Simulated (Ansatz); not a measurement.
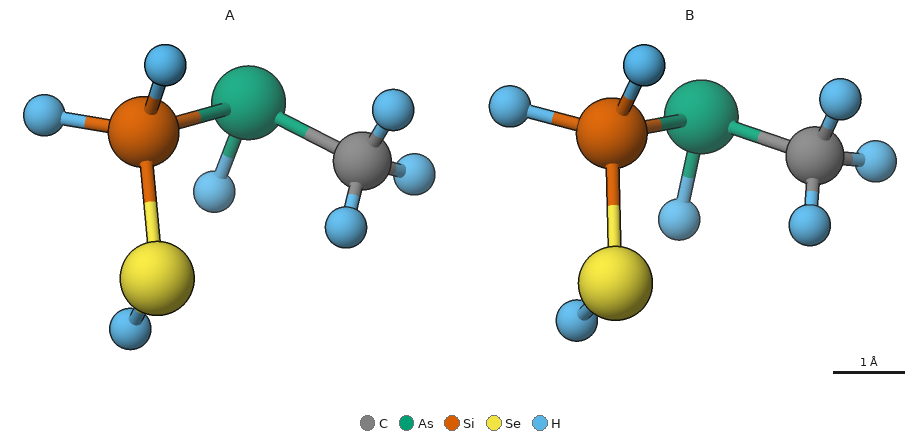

Two geometries of CH7AsSeSi, drawn at one scale. One is the start of a relaxation, the other its converged end. A ball-and-stick model, seen at a tilt.

These are results of RKS PBE0-D4/def2-SVP (Ansatz), not measurements. Settings: no spin polarisation; force threshold 0.015 eV/Å; at most 40 steps.

Which geometry has the lower energy?

Answer. Structure A is the relaxed one. The run prepares an end point of a later path (torsion) calculation, from a guessed geometry. Over 10 accepted moves (11 points after the start) the energy falls by 34.4 kJ/mol. The largest force component goes from 2.1 to 0.013 eV/Å. The line search rejected the trial step at point 5 of the run. An H atom moves most after the best rigid fit: 0.45 Å. Largest moves by element: H 0.45 Å, As 0.24 Å, C 0.13 Å, Se 0.13 Å, Si 0.12 Å. Near-neighbour distances that change, for instance: H–Se 1.601 → 1.472 Å, As–Si 2.299 → 2.367 Å, C–H 1.142 → 1.099 Å, As–C 1.933 → 1.974 Å. Among the angles between lasting bonds that change: Se–Si–H 108.9° → 103.3°, C–As–Si 91.5° → 97.1°, Si–Se–H 87.8° → 93.2°.
